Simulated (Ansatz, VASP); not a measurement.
## TePt in two plane-wave programs

Aim: how closely do two programs agree when they are given the same cell, functional and k mesh? The cell is a member of a volume series, scaled by 0.94 from a relaxed one, so a pressure remains.

Method: plane waves, with VASP 6.6.1 beside it; single point at PBEsol, in Ansatz 0.2.0.

### Step 1. The starting structure

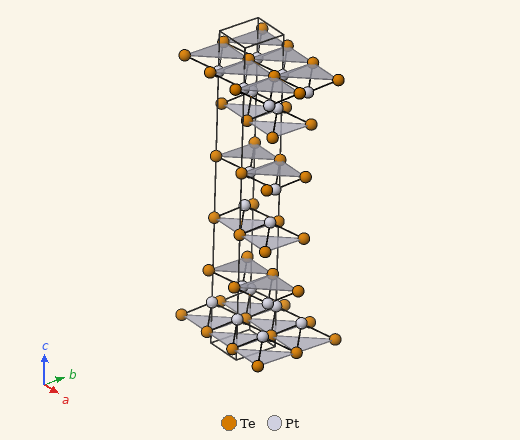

The cell as given, slightly off an axis (tellurium orange, platinum light grey). 2×1×1 cells are drawn. This picture shows the conventional cell, with its axes. Bonds to atoms that aren't drawn are left out. Some periodic images of atoms are drawn too.

### Step 2. Ansatz: single point, PBEsol

Ansatz runs on its default PAW (the set named soft_2) files.

With cell and atoms fixed, the geometry can't cause a difference; cores, projectors, grids and the points listed under the comparison can.

Contents of input.yaml:

```yaml
crystal:
  lattice:
    - [1.9368983123, 1.1182687619, 6.4915048997]
    - [-1.9368983123, 1.1182687619, 6.4915048997]
    - [0.0, -2.236537524, 6.4915048997]
  atoms:
    - { symbol: Te, position: [0.5987281417, 0.5987281417, 0.5987281417] }
    - { symbol: Te, position: [0.4012718583, 0.4012718583, 0.4012718583] }
    - { symbol: Pt, position: [0.8700474103, 0.8700474103, 0.8700474103] }
    - { symbol: Pt, position: [0.1299525897, 0.1299525897, 0.1299525897] }
hamiltonian:
  xc: pbesol
  pseudopotentials: { kind: paw }
kpoints:
  mp_grid: { grid: [7, 7, 7] }
scf:
  occupations: { method: gaussian, width: 0.05 }
  n_extra_bands: 5
output:
  forces: true
  stress: true
  eigenvalues: true
```

Launch:

```sh
ansatz run input.yaml --threads 2 --pin off --max-ram 4608MiB --backend cpu --events-out ev --progress --plain --runs-dir out
```

Numbers of over 12 decimals in the logs are rounded to 6 here.

The log of the run:

```text
basis.fft_grid_basis auto: the FFT boxes are laid along the combinations [[1, 0, -1], [0, 1, -1], [0, 0, 1]] of the cell's own vectors, 3.874, 3.874 and 6.866 Å long. The dense box has 27×27×48 points. Along the cell's own vectors, as sized, it would have 48×48×48, 3.16 times as many. Of the 12 symmetry operations that the crystal satisfies within crystal.symmetry.tolerance (time reversal apart; of a slab, those that [...]
scf.n_extra_bands = 5 over 34 filled bands (N_el = 68.0): the run solves 39 bands
Engine: ansatz 0.2.0, x86_64-unknown-linux-gnu
Pseudopotentials: kind: paw
Pseudopotential: Te, paw, valence charge 16, recommended cutoff 420 eV (normal), Te.paw.azcp
Pseudopotential: Pt, paw, valence charge 18, recommended cutoff 420 eV (normal), Pt.paw.azcp
Functional definition: PBEsol
  exchange = pbesol_x
  correlation = pbesol_c
Crystal: 4 atoms, lattice volume = 84.363 Å³
Basis set: ecut = 420 eV, 1671 PW (Γ), FFT grids on a1−a3, a2−a3, a3, exchange–correlation on 54×54×96 points (8 copies of the dense FFT grid, shifted against one another)
Bands: 39, of which v1, the nominal top of the filled ones, is band 34 counted from 1 (33 counted from 0)
Symmetry: 12 space group operations
Space group: R-3m (ITA 166), of the structure as read, at distance tolerance 4.4e-5 Å
k-points: 44 of 343
Non-local potential: Te, projectors of the file, l = 0: 2, l = 1: 2, l = 2: 2, l = 3: 2
Non-local potential: Pt, projectors of the file, l = 0: 3, l = 1: 2, l = 2: 2, l = 3: 1
PAW form: soft (Blöchl's): semilocal exchange-correlation on the pseudo side does not see the compensation charge
PAW frozen core: Te, regenerated for the run's functional, and the local potential with it (the file was generated under x = pbe(κ = 0.804, μ = 0.219515), c = pbe(β = 0.066725))
PAW frozen core: Pt, regenerated for the run's functional, and the local potential with it (the file was generated under x = pbe(κ = 0.804, μ = 0.219515), c = pbe(β = 0.066725))
PAW one-centre angular grid: Te, 590 points (default); XC on 64 Gauss nodes
PAW one-centre angular grid: Pt, 590 points (default); XC on 64 Gauss nodes
Initial density: superposition of atomic densities (neutral atoms: chi_scale 0, normalization atom), corrected by the library's trained network
Initial wavefunctions: pseudopotential atomic-orbital guess
Functional: x = pbesol(κ = 0.804, μ = 0.123457), c = pbesol(β = 0.046)
SCF iter   1: F=—  HF=-38571.868275 eV  |F-HF|=—  |Δ(HF+E_count)|=         —  Δρ=5.61e-3  dr2=2.55e-2  ethr=1.77e-3  ⟨swp⟩=6.3  Hψ=6696  notcnv=0
preconditioner: auto → LDOS  [metal: Δε(μ)=0.045 eV  Ē_g=8.167 eV  σ=0.050 eV  W_gap=0.47  n_scr=28 (ndim 8)  ℏωp=22.9 eV  f_vac=0.013  D(μ)=1.67/eV (n_scr^D=2)  β→1.0]
SCF iter   2: F=—  HF=-38571.867475 eV  |F-HF|=—  |Δ(HF+E_count)|=   8.00e-4  Δρ=3.86e-3  dr2=1.73e-2  ethr=3.76e-5  ⟨swp⟩=2.8  Hψ=3485  notcnv=0  defer=42
SCF iter   3: F=—  HF=-38571.862054 eV  |F-HF|=—  |Δ(HF+E_count)|=   5.42e-3  Δρ=8.56e-4  dr2=8.77e-4  ethr=2.54e-5  ⟨swp⟩=2.0  Hψ=2996  notcnv=0  defer=42
SCF iter   4: F=—  HF=-38571.861821 eV  |F-HF|=—  |Δ(HF+E_count)|=   2.33e-4  Δρ=1.56e-4  dr2=2.44e-5  ethr=1.29e-6  ⟨swp⟩=2.0  Hψ=2807  notcnv=0  defer=42
SCF iter   5: F=—  HF=-38571.861818 eV  |F-HF|=—  |Δ(HF+E_count)|=   3.49e-6  Δρ=5.05e-5  dr2=2.39e-6  ethr=3.60e-8  ⟨swp⟩=2.0  Hψ=2810  notcnv=0  defer=42
SCF iter   6: F=-38571.861817 eV  HF=-38571.861817 eV  |F-HF|=1.55e-8  |Δ(HF+E_count)|=   4.71e-7  Δρ=1.31e-5  dr2=8.31e-8  ethr=1.47e-10  ⟨swp⟩=6.8  Hψ=8659  notcnv=0
SCF 1 converged in 6 iterations: F = -38571.861817 eV  dr2 = 8.31e-8
  greatest PAW one-centre occupation: 1.000 electrons in one spin orbital (limit 2), on the Pt atom at site 3 (counted from 0), in its partial waves of l = 0
SCF converged after 6 iterations
Free energy (F): -38571.861817 eV
Harris-Foulkes:  -38571.861817 eV  (|F-HF|=1.55e-8)
Internal energy: -38571.859687 eV  (E = F + TS)
E sigma→0 (E₀):  -38571.860752 eV
Entropy (-TS):   -0.002130 eV (-0.533 meV/atom)
Fermi energy:    15.919186 eV
--- Per-component energies (eV) ---
  E_band       = -845.574263
  E_kinetic    = 1649.459680
  E_local      = -6664.063582  (includes V_loc(G=0)·N_el)
  E_nonlocal   = -209.941415
  E_hartree    = 3272.654049
  E_xc         = -772.488724
  E_vxc        = -819.917967  (∫ρ·V_xc dr)
  E_paw        = -27804.394807  (= ΣΔE_a)
  E_vpaw       = -1346.411223  (= ΣTr[D̂ρ^β])
  E_aug_tail   = -0.000060  (compensation charges beyond the density's cutoff)
  E_ewald      = -8044.408423
  E_core_change = 1.323593  (= ΣΔE_core)
  E_smearing   = -0.002130  (= −TS)
  E_closure    = -0.000000  (closes the sum)
  Σ components = -38571.861817   (vs F -38571.861817, Δ=0.00e0)
--- Forces (eV/Å), atoms counted from 1 ---
  atom   1  Te    -0.00000000    -0.00000000     0.83810602
  atom   2  Te    -0.00000000     0.00000000    -0.83810602
  atom   3  Pt     0.00000000    -0.00000000     0.00512315
  atom   4  Pt     0.00000000     0.00000000    -0.00512315
  max |Σ_I F_I| component: 1.08e-16 eV/Å
--- Stress (GPa, compression-positive) ---
       10.769302       0.000000      -0.000000
        0.000000      10.769302       0.000000
       -0.000000       0.000000       8.118229
  P = ⅓ Tr σ = 9.8856 GPa (98.856 kbar)
--- Band table (eV; the first three rows and the last of 44) ---
  k-point 0: bands = [... 30 lower, 14.0903, 16.6697, 16.6697, 17.0614, 17.3768, 19.1258, 19.1258, 20.6192, ... 1 higher]
  k-point 1: bands = [... 30 lower, 14.1445, 15.1840, 16.5602, 17.1048, 17.6606, 18.5106, 18.6816, 21.2593, ... 1 higher]
  k-point 2: bands = [... 30 lower, 13.8821, 14.0363, 14.8735, 16.1462, 17.1513, 17.5820, 19.5823, 20.2603, ... 1 higher]
  k-point 43: bands = [... 30 lower, 14.3152, 14.4372, 15.7754, 16.4077, 17.3337, 18.7647, 19.6951, 21.1873, ... 1 higher]
```

Run time: 2.5 s. Hardware: 2 threads of Intel Xeon Platinum 8488C (Sapphire Rapids), shared host; peak memory 0.47 GiB.

Reading the cycles: dr2 is the Hartree energy of the density residual (eV), the measure of convergence; HF is the Harris–Foulkes estimate of the energy, which meets the free energy F at convergence.

The run ends at a pressure of 9.89 GPa, with forces up to 0.84 eV/Å.

### Step 3. VASP: single point, PBEsol

The same cell, functional, mesh and smearing now go to VASP, with its own data sets and cutoff.

Lines of VASP's logs that name or quote its potential files are left out, and so is its time.

Contents of INCAR:

```
SYSTEM = TePt
PREC = Accurate
ENCUT = 400
EDIFF = 1E-06
NELM = 100
ISMEAR = 0
SIGMA = 0.05
LREAL = .FALSE.
ALGO = Normal
GGA = PS
NBANDS = 22
LASPH = .TRUE.
LORBIT = 11
LWAVE = .FALSE.
LCHARG = .FALSE.
KPAR = 4
ISIF = 2
```

Contents of POSCAR:

```
TePt
1.0
    1.9368983123      1.1182687619      6.4915048997
   -1.9368983123      1.1182687619      6.4915048997
    0.0000000000     -2.2365375240      6.4915048997
Te Pt
2 2
Direct
    0.5987281417      0.5987281417      0.5987281417
    0.4012718583      0.4012718583      0.4012718583
    0.8700474103      0.8700474103      0.8700474103
    0.1299525897      0.1299525897      0.1299525897
```

Contents of KPOINTS:

```
Automatic mesh
0
Gamma
7 7 7
0 0 0
```

PAW data sets: Te and Pt (PBE family, release 64).

Launch:

```sh
mpirun -np 4 vasp_std
```

The log of the run:

```text
[banner, memory and clock lines left out]
running    4 mpi-ranks, on    1 nodes
 distrk:  each k-point on    1 cores,    4 groups
 distr:  one band on    1 cores,    1 groups

 POSCAR found type information on POSCAR TePt
 POSCAR found :  2 types and       4 ions
|                                                                             |
|               ----> ADVICE to this user running VASP <----                  |
|                                                                             |
|     You enforced a specific xc type in the INCAR file but a different       |
|     [... a line on the potential file left out ...]
|     I HOPE YOU KNOW WHAT YOU ARE DOING!                                     |
|                                                                             |

 LDA part: xc-table for (Slater+PW92), standard interpolation
 POSCAR, INCAR and KPOINTS ok, starting setup
 FFT: planning ... GRIDC
 FFT: planning ... GRID_SOFT
 FFT: planning ... GRID
 WAVECAR not read
 entering main loop
       N       E                     dE             d eps       ncg     rms          rms(c)
DAV:   1     0.145580210412E+03    0.14558E+03   -0.12252E+04  1936   0.105E+03
DAV:   2    -0.165212776805E+02   -0.16210E+03   -0.15166E+03  2328   0.219E+02
DAV:   3    -0.228762784236E+02   -0.63550E+01   -0.61676E+01  2350   0.437E+01
DAV:   4    -0.229661851370E+02   -0.89907E-01   -0.89851E-01  2302   0.579E+00
DAV:   5    -0.229678529739E+02   -0.16678E-02   -0.16676E-02  2388   0.751E-01    0.190E+01
DAV:   6    -0.223721230126E+02    0.59573E+00   -0.17889E+00  2116   0.112E+01    0.107E+01
DAV:   7    -0.222516000560E+02    0.12052E+00   -0.39089E-01  2032   0.540E+00    0.316E+00
DAV:   8    -0.222088393246E+02    0.42761E-01   -0.11682E-01  2050   0.305E+00    0.107E+00
DAV:   9    -0.222081736746E+02    0.66565E-03   -0.14260E-02  2290   0.740E-01    0.365E-01
DAV:  10    -0.222076675100E+02    0.50616E-03   -0.28268E-03  2158   0.375E-01    0.142E-01
DAV:  11    -0.222076435399E+02    0.23970E-04   -0.12867E-04  2304   0.732E-02    0.600E-02
DAV:  12    -0.222076367189E+02    0.68210E-05   -0.22267E-05  2206   0.372E-02    0.450E-02
DAV:  13    -0.222076343218E+02    0.23971E-05   -0.61762E-06  2248   0.183E-02    0.107E-02
DAV:  14    -0.222076339741E+02    0.34775E-06   -0.89258E-07  1154   0.610E-03
   1 F= -.22207634E+02 E0= -.22206561E+02  d E =-.214529E-02
```

Parts of OUTCAR (step 3):

```text
ion  position               nearest neighbor table
   1  0.599  0.599  0.599-   3 2.54   3 2.54   3 2.54   4 3.46   4 3.46   4 3.46   2 3.46   2 3.46
                             2 3.46
   2  0.401  0.401  0.401-   4 2.54   4 2.54   4 2.54   3 3.46   3 3.46   3 3.46   1 3.46   1 3.46
                             1 3.46
   3  0.870  0.870  0.870-   1 2.54   1 2.54   1 2.54   4 2.65   4 2.65   4 2.65   2 3.46   2 3.46
                             2 3.46
   4  0.130  0.130  0.130-   2 2.54   2 2.54   2 2.54   3 2.65   3 2.65   3 2.65   1 3.46   1 3.46
                             1 3.46

  LATTYP: Found a trigonal (rhomboedric) cell.
 ALAT       =     6.8659839760
 COS(alpha) =     0.8408384844

 Subroutine GETGRP returns: Found 12 space group operations
 (whereof 12 operations were pure point group operations)

The static configuration has the point symmetry D_3d.

 Found     44 irreducible k-points:

   k-points           NKPTS =     44   k-points in BZ     NKDIM =     44   number of bands    NBANDS=     22

   dimension x,y,z NGX =    48 NGY =   48 NGZ =   48
   dimension x,y,z NGXF=    96 NGYF=   96 NGZF=   96

   ENCUT  =  400.0 eV  29.40 Ry    5.42 a.u.  11.20 11.20 11.20*2*pi/ulx,y,z

   NELECT =      32.0000    total number of electrons

 k-points in reciprocal lattice and weights: Automatic mesh
   0.00000000  0.00000000  0.00000000       0.003
   0.14285714  0.00000000  0.00000000       0.017
   0.28571429 -0.00000000 -0.00000000       0.017
   0.42857143  0.00000000  0.00000000       0.017
   0.14285714  0.14285714  0.00000000       0.017
   0.28571429  0.14285714  0.00000000       0.035
   0.42857143  0.14285714 -0.00000000       0.035
  -0.42857143  0.14285714  0.00000000       0.035
  -0.28571429  0.14285714  0.00000000       0.035
[...]
0.42857143  0.42857143  0.42857143       0.006
  -0.42857143  0.42857143  0.42857143       0.017

 average (electrostatic) potential at core
       1 -85.4700       2 -85.4700       3 -64.6628       4 -64.6628

 E-fermi :   9.3390

 k-point     1 :       0.0000    0.0000    0.0000
  band No.  band energies     occupation
    ...
      9       6.0811      2.00000
     10       6.0811      2.00000
     11       7.2411      2.00000
     12       7.2411      2.00000
     13       7.5184      2.00000
     14      10.0946      0.00000
     15      10.0946      0.00000
     16      10.4997      0.00000
     17      10.7932      0.00000
     18      12.5505      0.00000
    ...

 k-point     2 :       0.1429    0.0000    0.0000
  band No.  band energies     occupation
    ...
     10       5.7589      2.00000
     11       7.1893      2.00000
     12       7.2474      2.00000
     13       7.5727      2.00000
     14       8.6111      2.00000
     15       9.9843      0.00000
     16      10.5264      0.00000
     17      11.0825      0.00000
     18      11.9304      0.00000
     19      12.1005      0.00000
    ...

 k-point     3 :       0.2857   -0.0000   -0.0000
  band No.  band energies     occupation
    ...
     11       6.7254      2.00000
     12       6.9688      2.00000
     13       7.3045      2.00000
     14       7.4629      2.00000
     15       8.2959      2.00000
     16       9.5652      0.00000
     17      10.5738      0.00000
     18      11.0026      0.00000
     19      12.9933      0.00000
     20      13.6624      0.00000
    ...

  Total        5.5827308      5.5827308      4.2043332      0.0000000     -0.0000000      0.0000000
  in kB      106.0248372    106.0248372     79.8468992      0.0000000     -0.0000000      0.0000000
  external PRESSURE =      97.2988579 kB  Pullay stress =       0.0000000 kB

  energy-cutoff  :      400.00
  volume of cell :       84.36
      direct lattice vectors                 reciprocal lattice vectors
     1.936898312  1.118268762  6.491504900     0.258144683  0.149039902  0.051349161
    -1.936898312  1.118268762  6.491504900    -0.258144683  0.149039902  0.051349161
     0.000000000 -2.236537524  6.491504900     0.000000000 -0.298079804  0.051349161

 POSITION                                       TOTAL-FORCE (eV/Angst)
 -----------------------------------------------------------------------------------
      0.00000     -0.00000     11.65994         0.000000     -0.000000      0.832439
      0.00000     -0.00000      7.81457         0.000000      0.000000     -0.832439
      0.00000     -0.00000     16.94375         0.000000     -0.000000      0.002130
      0.00000     -0.00000      2.53076         0.000000      0.000000     -0.002130
 -----------------------------------------------------------------------------------
    total drift:                                0.000000     -0.000000      0.000000

  FREE ENERGIE OF THE ION-ELECTRON SYSTEM (eV)
  ---------------------------------------------------
  free  energy   TOTEN  =       -22.2076339741 eV

  energy  without entropy=      -22.2054886885  energy(sigma->0) =      -22.20656133

 total charge
# of ion       s       p       d       tot
------------------------------------------
    1        1.391   1.882   0.107   3.380
    2        1.391   1.882   0.107   3.380
    3        0.717   0.672   8.193   9.583
    4        0.717   0.672   8.193   9.583
--------------------------------------------------
tot          4.217   5.109  16.600  25.926

[... 3 further parts left out ...]
```

The run ends at a pressure of 9.73 GPa, with forces up to 0.83 eV/Å.

### Step 4. Side by side

Known differences besides the PAW data sets themselves: the data sets hold 68 valence electrons in Ansatz (default PAW (the set named soft_2) files) and 32 in VASP; the cutoff is 420 eV in Ansatz and 400 eV in VASP; Ansatz makes its cores anew for this functional, VASP keeps those of its PBE data sets. Total energies have different zeros and are not compared.

The two programs side by side:

```csv
quantity,Ansatz,VASP,difference
pressure (GPa),9.89,9.73,+0.16
```

Forces (eV/Å; atoms numbered as in POSCAR):

```csv
atom,"Ansatz x, y, z","VASP x, y, z"
Te1,"0.000, 0.000, 0.838","0.000, 0.000, 0.832"
Te2,"0.000, 0.000, -0.838","0.000, 0.000, -0.832"
Pt3,"0.000, 0.000, 0.005","0.000, 0.000, 0.002"
Pt4,"0.000, 0.000, -0.005","0.000, 0.000, -0.002"
```

The forces differ by 2.6 meV/Å r.m.s., which is 0.8 % of the r.m.s. force of 0.34 eV/Å (both taken over all components). Ansatz's pressure holds a Pulay correction of 0.05 GPa; VASP's holds none.

### Step 5. Ansatz: single point, PBEsol

A single point gives forces, pressure and levels at one fixed geometry, so differences don't come from the geometry; what else differs is listed under the comparison. The cell compared in this pair holds 91.54 Å³, against 84.36 Å³ for the pair before.

The cell is a member of a volume series, scaled by 1.02 from a relaxed one, so a pressure remains.

input.yaml, the sections that differ from step 2:

```yaml
crystal:
  lattice:
    - [1.9903567536, 1.1491330075, 6.6706705956]
    - [-1.9903567536, 1.1491330075, 6.6706705956]
    - [0.0, -2.298266015, 6.6706705956]
  atoms:
    - { symbol: Te, position: [0.5987281417, 0.5987281417, 0.5987281417] }
    - { symbol: Te, position: [0.4012718583, 0.4012718583, 0.4012718583] }
    - { symbol: Pt, position: [0.8700474103, 0.8700474103, 0.8700474103] }
    - { symbol: Pt, position: [0.1299525897, 0.1299525897, 0.1299525897] }
output:
  forces: true
  stress: true
  eigenvalues: true
  write_density: true
  write_potential: true
  elf: true
  volumetric_format: npy
# hamiltonian, kpoints, scf: as in step 2
```

Launch:

```sh
ansatz run input.yaml --threads 2 --pin off --max-ram 4608MiB --backend cpu --events-out ev --progress --plain --runs-dir out
```

The log of the run:

```text
[...]
Crystal: 4 atoms, lattice volume = 91.542 Å³
Basis set: ecut = 420 eV, 1799 PW (Γ), FFT grids on a1−a2, a2, −a2+a3, exchange–correlation on 54×96×54 points (8 copies of the dense FFT grid, shifted against one another)
Bands: 39, of which v1, the nominal top of the filled ones, is band 34 counted from 1 (33 counted from 0)
Symmetry: 12 space group operations
[...]
k-point 0: bands = [... 30 lower, 12.5072, 14.8196, 14.8196, 15.0084, 15.3786, 16.9914, 16.9914, 18.7852, ... 1 higher]
  k-point 1: bands = [... 30 lower, 12.5680, 13.3952, 14.7221, 15.1469, 15.7439, 16.4827, 16.5591, 19.4405, ... 1 higher]
  k-point 2: bands = [... 30 lower, 12.2664, 12.4753, 13.2279, 14.3535, 15.2752, 15.6878, 17.4715, 18.2319, ... 1 higher]
  k-point 43: bands = [... 30 lower, 12.6767, 12.7930, 13.9987, 14.6013, 15.4300, 16.6749, 17.5930, 19.3703, ... 1 higher]
[key lines of the parts left out:]
SCF converged after 7 iterations
Free energy (F): -38572.008388 eV
Fermi energy:    14.145254 eV
P = ⅓ Tr σ = -2.3454 GPa (-23.454 kbar)
```

Wall time 3.6 s (2 threads); peak memory 0.48 GiB; 6.6 s of CPU time.

The run ends at a pressure of -2.35 GPa, with forces up to 0.21 eV/Å.

[end of part 1 of 2]

[Lines on the potential files, build, host, timing and source positions are cut from VASP's logs without a mark.]

[Logs are printed without paths, hosts, clocks, repeated set-up lines and the standing remarks that a program may print on its own settings, such as how far it seeks lower states.]

[Hosts, paths, dates, database ids (printed as entryN), source tags and the programs' standing remarks are cut or masked in the printed files.]
